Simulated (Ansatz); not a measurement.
Geometry relaxation, with input and output: BPH4ClF (part 2 of 2)

Continued. System: BPH4ClF. Method: RKS BHLYP-D4/6-31G* (Ansatz 0.2.0). The input holds or restrains some coordinates. Forces given for the steps count only the free coordinates. It belongs to a series of runs on one base structure; here: pulled along the bonds that form and break, towards end A.

**Trajectory as extended XYZ (Å, eV, eV/Å), 9 frames, from step=1 to step=9**
```
8
Properties=species:S:1:pos:R:3:forces:R:3 step=1 energy=-25264.77484
B     0.0000    0.0000    0.0000    0.6408  -4.8289  -0.3392
Cl    0.0000    0.0000    2.2100    0.0825   7.3775   1.6134
H     1.0305    0.0000   -0.5950    0.0845   1.8187   0.7037
F    -1.1431    0.0000   -0.6600   -0.5912   1.6276   0.5399
P     0.0924   -2.0952    0.6969    0.8820  -2.8037  -4.8292
H    -0.6759   -2.9172   -0.1694    0.4390  -0.2330   0.4376
H     1.4420   -2.5368    0.6936   -0.4755  -0.2164  -0.4974
H     0.0567   -1.2871    1.8353   -1.0621  -2.7419   2.3711
8
Properties=species:S:1:pos:R:3:forces:R:3 step=2 energy=-25265.71235
B    -0.0028    0.1106    0.0213    0.0693  -3.6267   0.3736
Cl   -0.0044    0.1930    2.1766   -0.0165   3.3469  -1.2413
H     1.0295    0.0193   -0.5860   -0.2080   1.4209   0.8246
F    -1.1452    0.0167   -0.6516    0.2000   1.4160   1.0005
P     0.1029   -2.2602    0.7126    1.6162   0.4698  -1.5775
H    -0.6800   -2.9338   -0.1772   -0.4758  -0.8850   0.0784
H     1.4511   -2.5472    0.6873    0.1954  -0.8191  -0.5120
H     0.0515   -1.4347    1.8285   -1.3806  -1.3227   1.0536
8
Properties=species:S:1:pos:R:3:forces:R:3 step=3 energy=-25266.21919
B    -0.0089    0.2175    0.0540   -0.0045  -2.8159   0.4637
Cl   -0.0097    0.3765    2.1112   -0.1375   1.8310  -2.4978
H     1.0237    0.0301   -0.5748   -0.5806   1.3188   1.0207
F    -1.1391    0.0285   -0.6382    0.6753   1.3672   1.3471
P     0.1256   -2.3807    0.7246    1.4299   0.5335  -0.0057
H    -0.6884   -2.9438   -0.1773   -0.9025  -0.7609  -0.3865
H     1.4596   -2.5587    0.6820    0.9828  -0.9133  -0.7019
H     0.0398   -1.6056    1.8301   -1.4629  -0.5605   0.7603
8
Properties=species:S:1:pos:R:3:forces:R:3 step=4 energy=-25266.78733
B    -0.0134    0.3063    0.0845    0.0931  -2.5016   0.1530
Cl   -0.0145    0.5441    2.0156   -0.1869   0.9568  -2.6080
H     1.0122    0.0505   -0.5571   -0.7052   1.3027   1.1007
F    -1.1290    0.0498   -0.6159    0.7425   1.3283   1.4300
P     0.1532   -2.5049    0.7425    0.7419  -0.2155   1.1229
H    -0.7046   -2.9516   -0.1877   -0.7118  -0.2074  -0.6025
H     1.4841   -2.5738    0.6674    1.3160  -0.6076  -0.9493
H     0.0146   -1.7568    1.8621   -1.2895  -0.0556   0.3531
8
Properties=species:S:1:pos:R:3:forces:R:3 step=5 energy=-25267.81224
B    -0.0042    0.3030    0.0917   -0.3159  -0.9570   0.0542
Cl   -0.0177    0.6895    1.8855   -0.0889   0.3610  -1.5999
H     1.0056    0.1127   -0.5312   -0.2769   0.5927   0.6111
F    -1.1370    0.1169   -0.5807    0.6704   0.6229   0.9672
P     0.1775   -2.6808    0.8251    0.8443  -1.7440   1.2764
H    -0.7346   -2.9310   -0.2303    0.6353   1.0263   0.4135
H     1.5736   -2.5843    0.6085   -0.9096   0.2080  -0.6715
H    -0.0607   -1.8625    1.9428   -0.5586  -0.1098  -1.0510
8
Properties=species:S:1:pos:R:3:forces:R:3 step=6 energy=-25268.72339
B     0.0016    0.1713    0.1125   -0.5981   1.3362  -0.1116
Cl   -0.0191    0.7478    1.8241    0.0130  -0.2189  -0.9265
H     1.0086    0.1370   -0.5120   -0.0266  -0.3469   0.3749
F    -1.1422    0.1547   -0.5553    0.6179  -0.3262   0.6864
P     0.2167   -2.8447    0.9226   -0.3489  -1.8931   0.9249
H    -0.6733   -2.8076   -0.2038    0.7887   0.9363   0.5616
H     1.5290   -2.5352    0.5350   -0.4539   0.5983  -0.4229
H    -0.1186   -1.8596    1.8883    0.0078  -0.0856  -1.0868
8
Properties=species:S:1:pos:R:3:forces:R:3 step=7 energy=-25269.12567
B     0.0239    0.0920    0.1356   -0.9382   1.7965  -0.0858
Cl   -0.0198    0.7775    1.8041    0.1109  -0.4185  -0.8100
H     1.0334    0.0875   -0.4820   -0.0330  -0.4980   0.2922
F    -1.1359    0.0326   -0.5072    0.8486  -0.4217   0.5825
P     0.2295   -2.9527    0.9823   -0.6963   0.2563  -0.5584
H    -0.6170   -2.6205   -0.1773    0.8285  -0.1453   1.0407
H     1.4455   -2.4243    0.4588   -0.4546   0.0919   0.1640
H    -0.1571   -1.8284    1.7971    0.3341  -0.6611  -0.6252
8
Properties=species:S:1:pos:R:3:forces:R:3 step=8 energy=-25269.23290
B    -0.0133    0.0760    0.0845    0.0540   1.2408   1.2337
Cl    0.0547    0.7011    1.8001   -0.0926  -0.2319  -1.1683
H     1.0085   -0.0280   -0.4874   -0.0947  -0.2064  -0.1212
F    -1.1833   -0.0184   -0.4788    0.1235  -0.1392  -0.0014
P     0.1994   -2.9286    0.9300    0.0249  -0.1868   0.1207
H    -0.5298   -2.4405   -0.1757    0.1192  -0.0657   0.0392
H     1.4294   -2.3376    0.5629   -0.1175  -0.0690  -0.0553
H    -0.1630   -1.8603    1.7758   -0.0169  -0.3419  -0.0475
8
Properties=species:S:1:pos:R:3:forces:R:3 step=9 energy=-25269.26129
B    -0.0061    0.0942    0.1119   -0.0483   0.9253   1.0439
Cl    0.0357    0.7452    1.8103    0.0098  -0.1884  -1.1340
H     1.0022   -0.0765   -0.4706   -0.0459  -0.0255   0.0196
F    -1.1728   -0.0307   -0.4544    0.0727  -0.0363   0.0007
P     0.2013   -2.9157    0.9343   -0.0416  -0.3198   0.1928
H    -0.5116   -2.4751   -0.1946   -0.0198  -0.0242   0.0016
H     1.4242   -2.3538    0.5222    0.0060   0.0181   0.0348
H    -0.1703   -1.8239    1.7522    0.0671  -0.3492  -0.1594
```

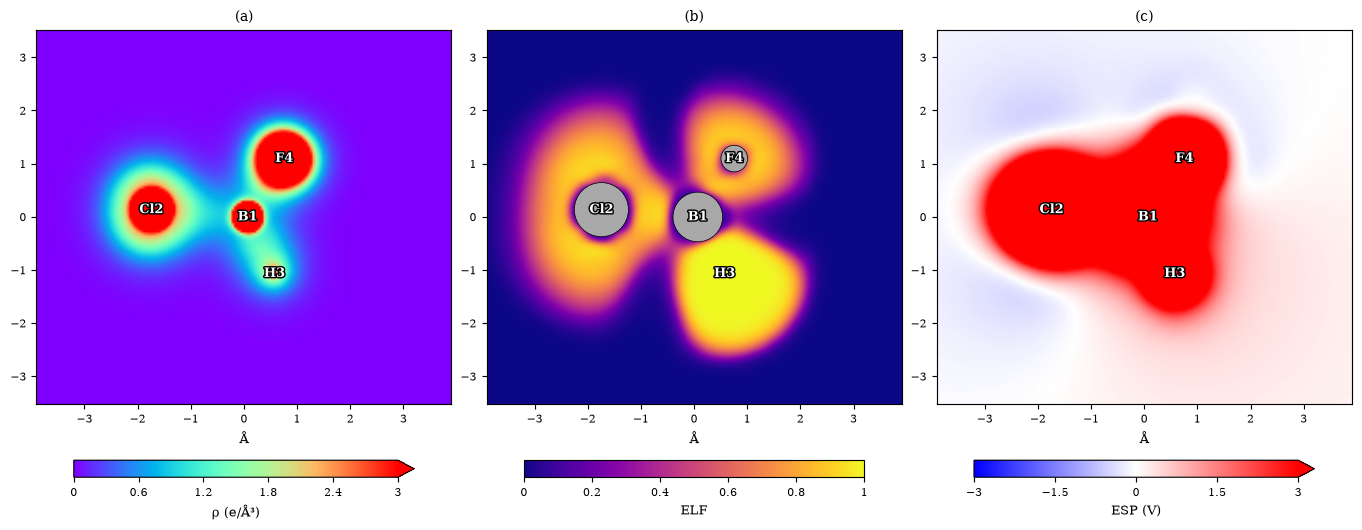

*(a) electron density; (b) electron localisation function; (c) molecular electrostatic potential on the plane of atoms Cl2, B1 and H3. Grey discs, where drawn, cover atomic cores.*

The section cuts through B, Cl, H and F sites. B–H (1.18 Å): ρ at the midpoint is about 1.4 e/Å³; the ELF climbs to about 1 towards the hydrogen, as it does in any bond to H; a covalent bond by its length.

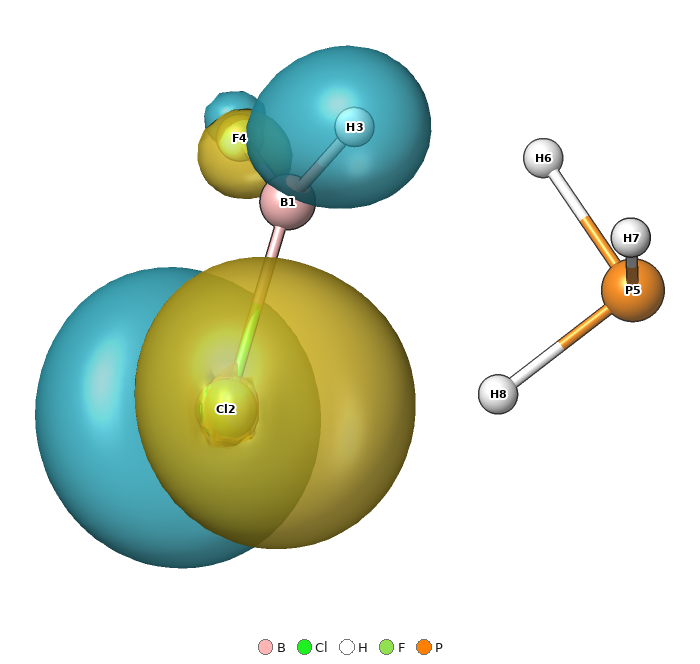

*One frontier orbital at ±0.1 Å⁻³ᐟ² (yellow and cyan are the two phases), seen at a tilt.*

The HOMO−1, at −10.55 eV.

The run was set up as follows.

**Input file**
```yaml
crystal:
  periodic: [false, false, false]
  atoms:
    - { symbol: B, position_ang: [0.0, 0.0, 0.0] }
    - { symbol: Cl, position_ang: [0.0, 0.0, 2.21] }
    - { symbol: H, position_ang: [1.0305, 0.0, -0.595] }
    - { symbol: F, position_ang: [-1.1431, 0.0, -0.66] }
    - { symbol: P, position_ang: [0.0924, -2.0952, 0.6969] }
    - { symbol: H, position_ang: [-0.6759, -2.9172, -0.1694] }
    - { symbol: H, position_ang: [1.442, -2.5368, 0.6936] }
    - { symbol: H, position_ang: [0.0567, -1.2871, 1.8353] }
basis:
  gaussian: { orbitals: "6-31G*" }
hamiltonian:
  xc: { name: BHLYP }
  dispersion: d4
relax:
  f_tol: 0.15
  max_steps: 25
  restrain:
    - { distance: [0, 4], at: 3.11, k: 30.0 }
    - { distance: [7, 1], at: 2.57, k: 30.0 }
    - { distance: [0, 1], at: 1.86, k: 30.0 }
    - { distance: [7, 4], at: 1.42, k: 30.0 }
output:
  orbitals: {}
```

Launch command:
```bash
ansatz run input.yaml --threads 2 --pin off --max-ram 3072MiB --backend cpu --events-out ev --progress --plain --runs-dir out
```

**Key numbers**

```csv
quantity,value
outcome,converged under the restraints of the input
total energy,−25269.2614 eV
mean-field energy,−25269.0661 eV
"largest force (length of the vector) at the end, held atoms and coordinates included",1.396 eV/Å
hardware,"2 threads of Arm Neoverse V1, 24 GiB of memory available, shared host"
wall time,19 s (CPU time 37 s)
peak memory,0.15 GiB
```
